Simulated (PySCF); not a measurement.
Ge(GeH3)4, SMILES [GeH3][Ge]([GeH3])([GeH3])[GeH3] (H₁₂Ge₅) at its GFN2-xTB optimised geometry (Å):

```
17

Ge    -2.0998     1.0201    -0.0465
Ge     0.2940     1.3400     0.0000
Ge     0.9926     2.4607     2.0222
Ge     1.3206    -0.8459     0.0000
Ge     0.8994     2.7387    -1.8767
H     -2.8243     1.4863     1.1859
H     -2.5029    -0.4197    -0.2117
H     -2.7717     1.7376    -1.1857
H      1.5534     3.8349     1.7755
H      2.0824     1.7293     2.7571
H     -0.0941     2.6654     3.0411
H      0.9387    -1.6162     1.2353
H      0.9251    -1.7376    -1.1444
H      2.8243    -0.8459     0.0000
H     -0.2432     2.9638    -2.8295
H      1.3085     4.1194    -1.4385
H      2.0341     2.2523    -2.7343
```

Level of theory: PBE0/def2-SVP in PySCF. Cells within 0.4 Å of a nucleus heavier than hydrogen are left out (blank, or x).

Map of the HOMO amplitude (bohr^(-3/2)) on the plane z = 0.0 Å; orbital energy -8.00 eV, overall sign arbitrary:

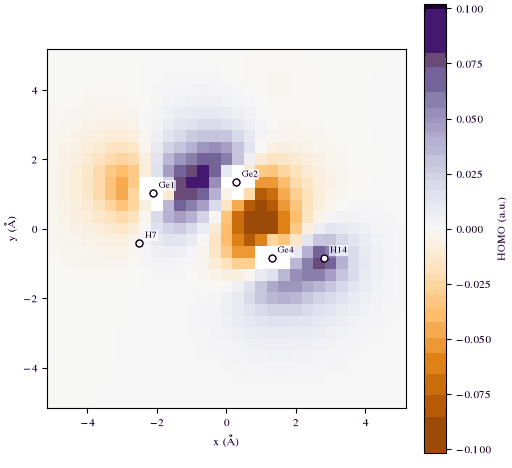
Fig. 1. HOMO amplitude (bohr^(-3/2)) on the plane z = 0.0 Å.
